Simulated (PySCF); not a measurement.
# C2HF2Ga (SMILES C#[C][Ga]([F])[F]) at 5 levels

Aim: a comparison of 5 runs (HF/3-21G, HF/def2-SVP, TPSS/3-21G, B2PLYP/def2-SVP, CAM-B3LYP/6-31G**) of C2HF2Ga. The job is set up through a Python script.

The calculation is run with PySCF 2.14.0.

**1. The structure to begin with**

C2HF2Ga has 6 atoms, charge 0, and is taken as a singlet. SMILES: `C#[C][Ga]([F])[F]`. The shape is that of a PBE0-D4/def2-TZVP optimisation.

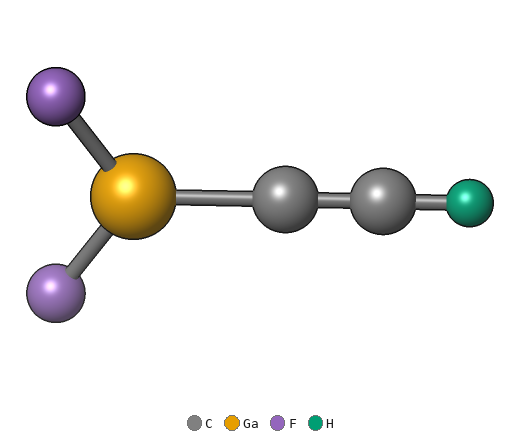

Viewed from a chosen angle; carbon grey, gallium amber, fluorine purple, hydrogen teal.

**2. Energy and forces at HF/3-21G (run 1)**

calc.py

```python
from pyscf import gto, scf

mol = gto.Mole()
mol.atom = '''
C     -0.458448     1.854955     2.999373
C     -0.164406     0.666884     1.078845
Ga     0.291963    -1.180890    -1.909001
F      0.456558    -4.452195    -2.005566
F      0.592996     0.204657    -4.863399
H     -0.718663     2.906777     4.699749
'''
mol.max_memory = 1860
mol.verbose = 4
mol.basis = '3-21g'
mol.unit = 'bohr'
mol.spin = 0
mol.build()

hf = scf.RHF(mol)
hf.conv_tol = 1e-10
hf.kernel()
if not hf.converged:
    hf = hf.newton().run(hf.mo_coeff, hf.mo_occ)

etot = hf.e_tot
print(f'total energy: {etot:.8f} hartree')
grad = hf.nuc_grad_method().kernel()
dip = hf.dip_moment()
pop, q = hf.mulliken_pop()
```

Command:

```bash
OMP_NUM_THREADS=1 python calc.py
```

Output:

```text
PySCF version 2.14.0

[... 64 lines left out ...]
converged SCF energy = -2187.6354342004
total energy: -2187.63543420 hartree
[... 12 lines left out ...]
Dipole moment(X, Y, Z, Debye): -0.46546,  1.88296,  3.04688
[... 28 lines left out ...]
pop of  2 Ga 3py          1.98833
pop of  2 Ga 3pz          1.98859
pop of  2 Ga 4px          0.13793
pop of  2 Ga 4py          0.32264
pop of  2 Ga 4pz          0.36945
pop of  2 Ga 5px          0.07545
pop of  2 Ga 5py          0.03470
pop of  2 Ga 5pz          0.02405
pop of  2 Ga 3dxy         1.99739
pop of  2 Ga 3dyz         1.97027
pop of  2 Ga 3dz^2        1.97156
pop of  2 Ga 3dxz         1.99445
pop of  2 Ga 3dx2-y2      1.98085
pop of  3 F 1s            1.98437
pop of  3 F 2s            0.43888
pop of  3 F 3s            1.53847
pop of  3 F 2px           0.85267
pop of  3 F 2py           0.74096
pop of  3 F 2pz           0.86002
pop of  3 F 3px           1.07330
pop of  3 F 3py           0.96674
pop of  3 F 3pz           1.06503
pop of  4 F 1s            1.98437
pop of  4 F 2s            0.43888
pop of  4 F 3s            1.53847
pop of  4 F 2px           0.85196
pop of  4 F 2py           0.83816
pop of  4 F 2pz           0.76351
pop of  4 F 3px           1.07273
pop of  4 F 3py           1.04642
pop of  4 F 3pz           0.98595
pop of  5 H 1s            0.45141
pop of  5 H 2s            0.19617
 ** Mulliken atomic charges  **
charge of    0C =     -0.37785
charge of    1C =     -0.50317
charge of    2Ga =      1.56946
charge of    3F =     -0.52043
charge of    4F =     -0.52044
charge of    5H =      0.35243
```

It took 2.8 s on 1 thread of Intel Xeon at 2.70GHz, shared host; peak memory 0.13 GiB.

**3. Energy and forces at HF/def2-SVP (run 2)**

run.py

```python
import pyscf.grad
from pyscf import gto

molecule = gto.Mole()
molecule.atom = '''
C     -0.458448     1.854955     2.999373
C     -0.164406     0.666884     1.078845
Ga     0.291963    -1.180890    -1.909001
F      0.456558    -4.452195    -2.005566
F      0.592996     0.204657    -4.863399
H     -0.718663     2.906777     4.699749
'''
molecule.charge = 0
molecule.unit = 'bohr'
molecule.verbose = 4
molecule.spin = 0
molecule.max_memory = 1860
molecule.basis = 'def2-svp'
molecule.build()

myscf = molecule.RHF()
myscf.conv_tol = 1e-10
myscf.kernel()
if not myscf.converged:
    myscf = myscf.newton().run(myscf.mo_coeff, myscf.mo_occ)

e_final = myscf.e_tot
print('Final energy', e_final)
grad = myscf.Gradients().kernel()
myscf.analyze()
```

Command:

```bash
OMP_NUM_THREADS=1 python run.py
```

Output:

```text
PySCF version 2.14.0

[... 67 lines left out ...]
Final energy -2198.007574282087
[... 23 lines left out ...]
MO #3   energy= -42.559522518473   occ= 2
[... 8 lines left out ...]
MO #12  energy= -4.55818861112671  occ= 2
[... 8 lines left out ...]
MO #21  energy= -1.04032977550071  occ= 2
[... 8 lines left out ...]
MO #30  energy= -0.440073096735177 occ= 2
[... 8 lines left out ...]
MO #39  energy= 0.291756603508535  occ= 0
[... 8 lines left out ...]
MO #48  energy= 0.684810799640465  occ= 0
[... 8 lines left out ...]
MO #57  energy= 1.4539118893966    occ= 0
[... 8 lines left out ...]
MO #66  energy= 1.7854206397226    occ= 0
[... 8 lines left out ...]
MO #75  energy= 2.32724381881498   occ= 0
[... 8 lines left out ...]
MO #84  energy= 3.48385709827579   occ= 0
[... 8 lines left out ...]
MO #93  energy= 4.05829205434453   occ= 0
[... 63 lines left out ...]
pop of  3 F 2s            1.84358
pop of  3 F 3s            0.00157
pop of  3 F 2px           1.92779
pop of  3 F 2py           1.80618
pop of  3 F 2pz           1.94713
pop of  3 F 3px           0.00135
pop of  3 F 3py           0.00222
pop of  3 F 3pz           0.00135
pop of  3 F 3dxy          0.00066
pop of  3 F 3dyz          0.00062
pop of  3 F 3dz^2         0.00042
pop of  3 F 3dxz          0.00000
pop of  3 F 3dx2-y2       0.00115
pop of  4 F 1s            1.99998
pop of  4 F 2s            1.84360
pop of  4 F 3s            0.00157
pop of  4 F 2px           1.92697
pop of  4 F 2py           1.92092
pop of  4 F 2pz           1.83323
pop of  4 F 3px           0.00136
pop of  4 F 3py           0.00139
pop of  4 F 3pz           0.00217
pop of  4 F 3dxy          0.00012
pop of  4 F 3dyz          0.00096
pop of  4 F 3dz^2         0.00110
pop of  4 F 3dxz          0.00056
pop of  4 F 3dx2-y2       0.00012
pop of  5 H 1s            0.81877
pop of  5 H 2s            0.01419
pop of  5 H 2px           0.00011
pop of  5 H 2py           0.00075
pop of  5 H 2pz           0.00181
 ** Mulliken atomic charges  **
charge of    0C =     -0.07045
charge of    1C =     -0.31383
charge of    2Ga =      1.28796
charge of    3F =     -0.53401
charge of    4F =     -0.53405
charge of    5H =      0.16438
Dipole moment(X, Y, Z, Debye): -0.46977,  1.90077,  3.07578
```

It took 19 s on 1 thread of Intel Xeon at 2.70GHz, shared host; peak memory 0.19 GiB.

Run 3 isn't shown in full; the table further down has it.

**4. The energy at B2PLYP/def2-SVP (run 4)**

geometry.xyz

```xyz
6
C2HF2Ga
C     -0.242600     0.981600     1.587200
C     -0.087000     0.352900     0.570900
Ga     0.154500    -0.624900    -1.010200
F      0.241600    -2.356000    -1.061300
F      0.313800     0.108300    -2.573600
H     -0.380300     1.538200     2.487000
```

run.py

```python
from pyscf import gto, dft, mp

mol = gto.M(
    atom='geometry.xyz',
    spin=0,
    basis='def2-svp',
    max_memory=1860,
    verbose=4,
)

mf = dft.RKS(mol)
mf.xc = '0.53*HF + 0.47*B88, 0.73*LYP'
mf.grids.level = 5
mf.conv_tol = 1e-10
mf.kernel()
if not mf.converged:
    mf = mf.newton().run(mf.mo_coeff, mf.mo_occ)

pt = mp.MP2(mf, frozen=13).run()
e_final = mf.e_tot + 0.27 * pt.e_corr
print('PT2 part  %.8f' % (0.27 * pt.e_corr))
print('E(%s) = %.9f' % ('B2PLYP', e_final))
mf.analyze()
```

Command:

```bash
OMP_NUM_THREADS=1 python run.py
```

Output:

```text
PySCF version 2.14.0

[... 80 lines left out ...]
converged SCF energy = -2200.0473758557
[... 21 lines left out ...]
MO #3   energy= -41.484805270223   occ= 2
[... 8 lines left out ...]
MO #12  energy= -4.13502523645052  occ= 2
[... 8 lines left out ...]
MO #21  energy= -0.881381019236721 occ= 2
[... 8 lines left out ...]
MO #30  energy= -0.373987966437994 occ= 2
[... 8 lines left out ...]
MO #39  energy= 0.198939498906102  occ= 0
[... 8 lines left out ...]
MO #48  energy= 0.561624744819366  occ= 0
[... 8 lines left out ...]
MO #57  energy= 1.29450105637506   occ= 0
[... 8 lines left out ...]
MO #66  energy= 1.62598093867504   occ= 0
[... 8 lines left out ...]
MO #75  energy= 2.13256507208576   occ= 0
[... 8 lines left out ...]
MO #84  energy= 3.25222076407616   occ= 0
[... 8 lines left out ...]
MO #93  energy= 3.81588266146507   occ= 0
[... 63 lines left out ...]
pop of  3 F 2s            1.84457
pop of  3 F 3s            0.00162
pop of  3 F 2px           1.90999
pop of  3 F 2py           1.78116
pop of  3 F 2pz           1.93745
pop of  3 F 3px           0.00069
pop of  3 F 3py           0.00119
pop of  3 F 3pz           0.00072
pop of  3 F 3dxy          0.00064
pop of  3 F 3dyz          0.00060
pop of  3 F 3dz^2         0.00042
pop of  3 F 3dxz          0.00001
pop of  3 F 3dx2-y2       0.00114
pop of  4 F 1s            1.99997
pop of  4 F 2s            1.84460
pop of  4 F 3s            0.00162
pop of  4 F 2px           1.90908
pop of  4 F 2py           1.90813
pop of  4 F 2pz           1.81140
pop of  4 F 3px           0.00069
pop of  4 F 3py           0.00071
pop of  4 F 3pz           0.00120
pop of  4 F 3dxy          0.00012
pop of  4 F 3dyz          0.00095
pop of  4 F 3dz^2         0.00108
pop of  4 F 3dxz          0.00054
pop of  4 F 3dx2-y2       0.00012
pop of  5 H 1s            0.81846
pop of  5 H 2s            0.01255
pop of  5 H 2px           0.00016
pop of  5 H 2py           0.00067
pop of  5 H 2pz           0.00151
 ** Mulliken atomic charges  **
charge of    0C =     -0.08071
charge of    1C =     -0.27965
charge of    2Ga =      1.15409
charge of    3F =     -0.48017
charge of    4F =     -0.48020
charge of    5H =      0.16665
Dipole moment(X, Y, Z, Debye): -0.43563,  1.76263,  2.85221
```

It took 31 s on 1 thread of Intel Xeon at 2.70GHz, shared host; peak memory 0.48 GiB.

**5. Energy and forces at CAM-B3LYP/6-31G(d,p) (spherical functions) (run 5)**

job.py

```python
# C#[C][Ga]([F])[F]
import pyscf.grad
from pyscf import gto, dft

molecule = gto.M(
    atom=[
    ('C', (-0.242600, 0.981600, 1.587200)),
    ('C', (-0.087000, 0.352900, 0.570900)),
    ('Ga', (0.154500, -0.624900, -1.010200)),
    ('F', (0.241600, -2.356000, -1.061300)),
    ('F', (0.313800, 0.108300, -2.573600)),
    ('H', (-0.380300, 1.538200, 2.487000)),
],
    verbose=3,
    max_memory=1860,
    basis='6-31g**',
)

mf = dft.RKS(molecule)
mf.xc = 'cam-b3lyp'
mf.conv_tol = 1e-10
mf.grids.level = 5
mf.kernel()
if not mf.converged:
    mf = mf.newton().run(mf.mo_coeff, mf.mo_occ)

e_final = mf.e_tot
print(f'total energy: {e_final:.8f} hartree')
grad = mf.Gradients().kernel()
dip = mf.dip_moment()
pop, q = mf.mulliken_pop()
```

Command:

```bash
OMP_NUM_THREADS=1 python job.py
```

Output:

```text
converged SCF energy = -2201.10684273101
total energy: -2201.10684273 hartree
--------------- RKS gradients ---------------
         x                y                z
0 C     0.0005736577    -0.0023385999    -0.0037851492
1 C    -0.0007553750     0.0031005314     0.0050041864
2 Ga    -0.0002427129     0.0009466348     0.0016070635
3 F     0.0001297170    -0.0017315146    -0.0003959782
4 F     0.0002113882     0.0004462071    -0.0017782245
5 H     0.0001043888    -0.0004214990    -0.0006804868
----------------------------------------------
Dipole moment(X, Y, Z, Debye): -0.40873,  1.65378,  2.67600
 ** Mulliken pop  **
pop of  0 C 1s            1.99638
pop of  0 C 2s            0.69131
pop of  0 C 3s            0.54792
pop of  0 C 2px           0.56436
pop of  0 C 2py           0.64928
pop of  0 C 2pz           0.75303
pop of  0 C 3px           0.36499
pop of  0 C 3py           0.31881
pop of  0 C 3pz           0.20657
pop of  0 C 3dxy          0.00194
pop of  0 C 3dyz          0.00627
pop of  0 C 3dz^2         0.00681
pop of  0 C 3dxz          0.00488
pop of  0 C 3dx2-y2       0.00190
pop of  1 C 1s            1.99673
pop of  1 C 2s            0.67438
pop of  1 C 3s            0.67377
pop of  1 C 2px           0.60008
pop of  1 C 2py           0.64907
pop of  1 C 2pz           0.73890
pop of  1 C 3px           0.37198
pop of  1 C 3py           0.17396
pop of  1 C 3pz          -0.13432
pop of  1 C 3dxy          0.00168
pop of  1 C 3dyz          0.00590
pop of  1 C 3dz^2         0.00650
pop of  1 C 3dxz          0.00422
pop of  1 C 3dx2-y2       0.00182
pop of  2 Ga 1s           1.99996
pop of  2 Ga 2s           1.99932
pop of  2 Ga 3s           1.99952
pop of  2 Ga 4s           1.01352
pop of  2 Ga 5s          -0.02570
pop of  2 Ga 2px          1.99976
pop of  2 Ga 2py          1.99969
pop of  2 Ga 2pz          1.99964
pop of  2 Ga 3px          1.99622
pop of  2 Ga 3py          1.99817
pop of  2 Ga 3pz          1.99835
pop of  2 Ga 4px          0.21045
pop of  2 Ga 4py          0.38647
pop of  2 Ga 4pz          0.56550
pop of  2 Ga 5px          0.04645
pop of  2 Ga 5py          0.02847
pop of  2 Ga 5pz          0.01222
pop of  2 Ga 3dxy         1.36483
pop of  2 Ga 3dyz         1.37510
pop of  2 Ga 3dz^2        1.36717
pop of  2 Ga 3dxz         1.36196
pop of  2 Ga 3dx2-y2      1.36044
pop of  2 Ga 4dxy         0.58986
pop of  2 Ga 4dyz         0.58601
pop of  2 Ga 4dz^2        0.58697
pop of  2 Ga 4dxz         0.59004
pop of  2 Ga 4dx2-y2      0.58899
pop of  2 Ga 5dxy         0.09233
pop of  2 Ga 5dyz         0.13786
pop of  2 Ga 5dz^2        0.09057
pop of  2 Ga 5dxz         0.08523
pop of  2 Ga 5dx2-y2      0.05898
pop of  3 F 1s            1.99723
pop of  3 F 2s            0.92235
pop of  3 F 3s            1.04716
pop of  3 F 2px           1.12427
pop of  3 F 2py           1.01332
pop of  3 F 2pz           1.15174
pop of  3 F 3px           0.74600
pop of  3 F 3py           0.65910
pop of  3 F 3pz           0.75018
pop of  3 F 3dxy          0.00259
pop of  3 F 3dyz          0.00245
pop of  3 F 3dz^2         0.00137
pop of  3 F 3dxz          0.00002
pop of  3 F 3dx2-y2       0.00386
pop of  4 F 1s            1.99723
pop of  4 F 2s            0.92235
pop of  4 F 3s            1.04716
pop of  4 F 2px           1.12345
pop of  4 F 2py           1.12614
pop of  4 F 2pz           1.03973
pop of  4 F 3px           0.74547
pop of  4 F 3py           0.73309
pop of  4 F 3pz           0.67674
pop of  4 F 3dxy          0.00048
pop of  4 F 3dyz          0.00325
pop of  4 F 3dz^2         0.00391
pop of  4 F 3dxz          0.00217
pop of  4 F 3dx2-y2       0.00048
pop of  5 H 1s            0.50735
pop of  5 H 2s            0.29225
pop of  5 H 2px           0.00268
pop of  5 H 2py           0.00426
pop of  5 H 2pz           0.00672
 ** Mulliken atomic charges  **
charge of    0C =     -0.11445
charge of    1C =      0.23533
charge of    2Ga =      0.53567
charge of    3F =     -0.42164
charge of    4F =     -0.42164
charge of    5H =      0.18674
```

It took 1.9 min on 1 thread of Intel Xeon at 2.70GHz, shared host; peak memory 0.92 GiB.

**6. All runs side by side**

| run | level | integration grid | task | energy (Eh) | dipole moment (D) | HOMO energy (eV) | LUMO energy (eV) | wall time |
| --- | --- | --- | --- | --- | --- | --- | --- | --- |
| 1 | HF/3-21G | – | gradient | -2187.635434 | 3.61 | -11.83 | 1.60 | 2.8 s |
| 2 | HF/def2-SVP | – | gradient | -2198.007574 | 3.65 | -11.93 | 1.40 | 19 s |
| 3 | TPSS/3-21G | 5 | gradient | -2190.451468 | 2.64 | -7.61 | -1.87 | 31 s |
| 4 | B2PLYP/def2-SVP | 5 | energy | -2200.320993 | 3.38 | -10.10 | -0.54 | 31 s |
| 5 | CAM-B3LYP/6-31G** (spherical functions) | 5 | gradient | -2201.106843 | 3.17 | -10.21 | -0.54 | 1.9 min |

**7. What came out**

| quantity | value |
| --- | --- |
| run 5: total energy | -2201.10684 Eh |
| run 5: dipole moment | 3.17 D |
| run 5: HOMO energy | -10.21 eV |
| run 5: LUMO energy | -0.54 eV |
| run 5: HOMO–LUMO gap | 9.67 eV |
| run 5: largest force on an atom | 0.305 eV/Å |

**Reading.** The dipole moment (its size) runs from 2.64 D (TPSS/3-21G) to 3.65 D (HF/def2-SVP). The two ends differ in method and basis. The HOMO–LUMO gap runs from 5.74 eV (TPSS/3-21G) to 13.43 eV (HF/3-21G). Exact exchange widens orbital gaps. Totals of different functionals can't be ranked against each other. All runs together took 3.3 min, the longest 1.9 min.
